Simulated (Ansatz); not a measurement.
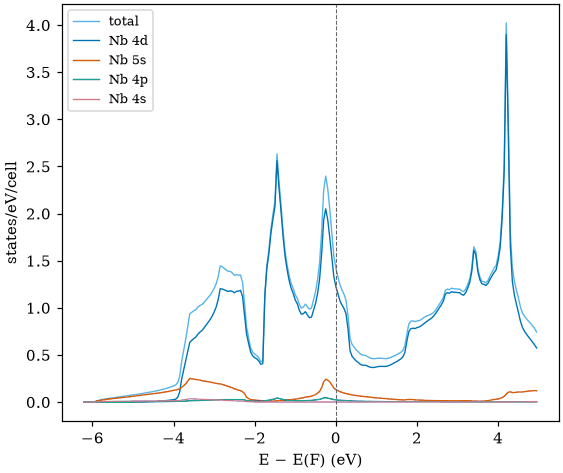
Total and projected density of states of Nb (bcc (W type), Im-3m), plane-wave PAW PBE+D3(BJ) (Ansatz code)

### Question
Which orbitals carry the states next to the Fermi level?

### Answer
Within 0.5 eV of the Fermi level: Nb 4d 86 %, Nb 5s 9 %. Projections are on Löwdin-orthogonalised atomic valence shells; empty p or d shells of many metals are not among them.

### Question
Where is the tallest occupied peak in this window, and what makes it?

### Answer
Near -1.4 eV, about 2.6 states/eV per cell; the largest projected share is Nb 4d.

Symmetry was held in the PBE+D3(BJ) relaxation. No spin polarisation was allowed. The pairwise dispersion correction was not fitted to metals. Spin–orbit coupling is left out wherever it is not named.

Potentials: the later of the program's two PAW sets.
